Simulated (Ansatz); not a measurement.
**Cl2HHfO···HCl (doublet): density, localisation and related maps**

```yaml
atoms:
  - { symbol: Hf, position_ang: [-0.0431, -0.1765, -0.5606] }
  - { symbol: Cl, position_ang: [-0.4472, 0.4720, 3.0830] }
  - { symbol: Cl, position_ang: [2.3359, 0.0980, -0.3976] }
  - { symbol: O, position_ang: [-1.1745, 1.3658, -0.6598] }
  - { symbol: H, position_ang: [-1.7275, 2.1243, -0.6985] }
  - { symbol: Cl, position_ang: [-1.0238, -2.3632, -0.4462] }
  - { symbol: H, position_ang: [0.3620, -0.4293, 3.6103] }
```

Core potentials replace the inner electrons of Hf; not at a stationary point (largest force 1.5 eV/Å).

Computed with Ansatz 0.2.0, UHF/def2-SVP.

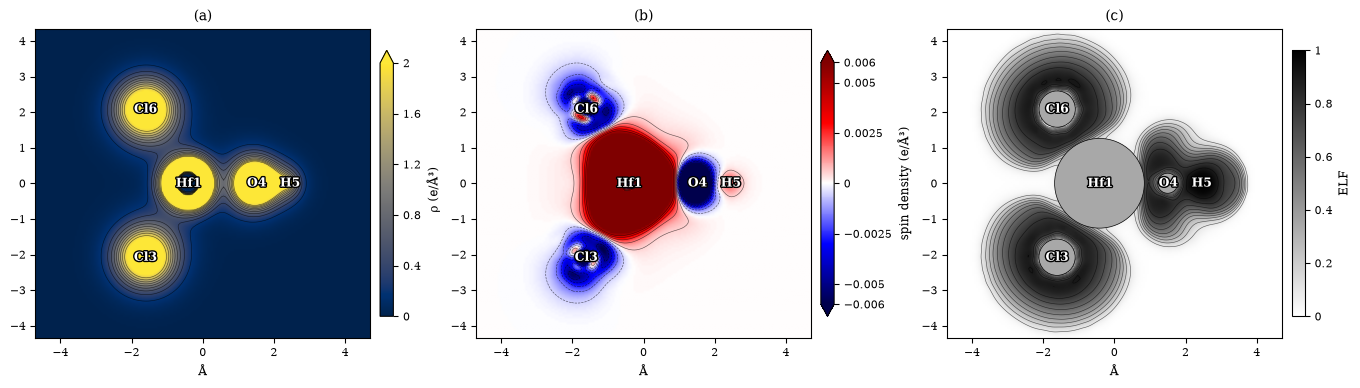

Figure 1. (a) electron density; (b) spin density; (c) ELF on the plane of atoms O4, Hf1 and Cl6. Grey discs cover the atomic cores in the ELF map.

Question: Interpret the plot.

Answer: Atoms in the plane: Hf, Cl, O and H. Hf–O (1.92 Å): ρ is about 0.84 e/Å³ halfway; the ELF peaks at about 0.80 in the valence shell of O, 0.6 Å from its nucleus, and drops to about 0.15 between the two atoms. Hf–Cl (2.40 Å): ρ at the midpoint is about 0.51 e/Å³; the ELF peaks at about 0.85 in the valence shell of Cl, 0.8 Å from its nucleus, and is about 0.30 at the midpoint. O–H (0.94 Å): the density is about 3.9 e/Å³ at the midpoint; the ELF climbs to about 1 towards the hydrogen, as it does in any bond to H; an ordinary covalent bond to hydrogen. The unpaired spin (1 electron) lies mostly on Hf1 (about 1.0), in electrons by Hirshfeld's partition.

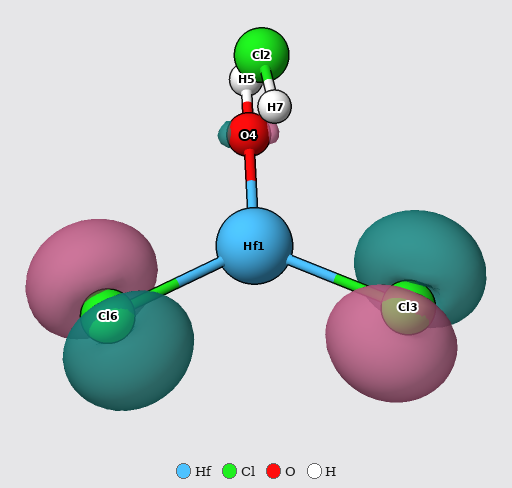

Figure 2. The HOMO−1 (α) at ±0.15 Å⁻³ᐟ² (teal and pink are the two phases), seen at an oblique angle.

Question: Describe this orbital and give its energy.

Answer: It lies mainly on Cl6 (about 45 %) and Cl3 (about 45 %); largely a combination of lone pairs on Cl6 and Cl3. Its energy is −12.21 eV.

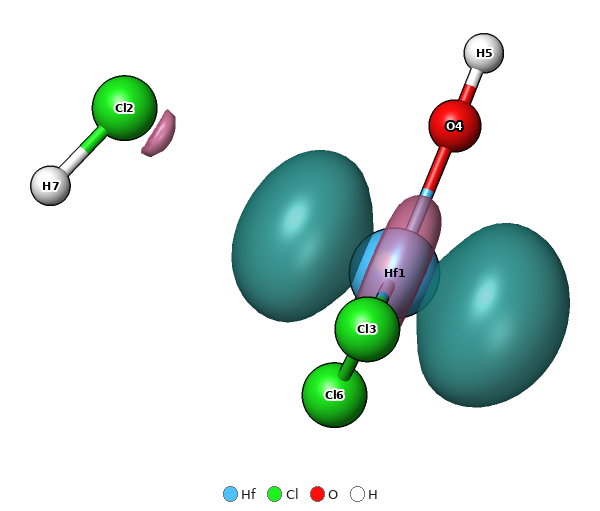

Figure 3. The HOMO (α) at ±0.15 Å⁻³ᐟ² (teal and pink are the two phases), seen at a tilt.

Question: Where does this orbital lie, and at what energy?

Answer: It lies mainly on Hf1 (about 90 %). Its energy is −8.43 eV.
